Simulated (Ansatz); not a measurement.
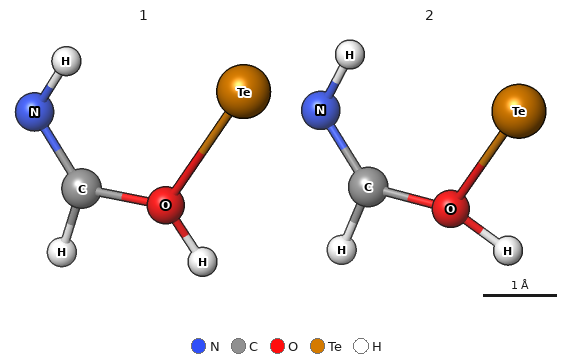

Two geometries of CH3NOTe, drawn at one scale. One is the start of a relaxation, the other its converged end. Style: ball-and-stick. Shown at a tilt.

Theory: RKS PBE0-D4/def2-SVP (Ansatz). Set-up: no spin polarisation; force threshold 0.02 eV/Å; at most 50 steps.

Question: Which of the two is the end point?

Answer: Structure 1 is the relaxed one. The run prepares an end point of a later path (hydrogen shift) calculation, from a guessed geometry. The largest moves after the best rigid fit, 0.32 Å, are those of Te and H atoms. Largest moves by element: Te 0.32 Å, H 0.31 Å, O 0.07 Å, C 0.07 Å, N 0.03 Å. Some distances before and after: H–Te 2.349 → 2.826 Å, C–Te 2.941 → 3.250 Å, O–Te 2.022 → 2.248 Å, C–O 1.330 → 1.397 Å. Among the angles between lasting bonds that change: C–O–H 137.6° → 114.9°, Te–O–H 96.4° → 117.3°, N–C–O 131.4° → 123.8°. The energy falls by 0.843 eV in 7 accepted moves (8 points after the start). Largest force component: 3.5 eV/Å at the start, 0.0058 eV/Å at the end. The line search rejected the trial step at point 5 of the run.
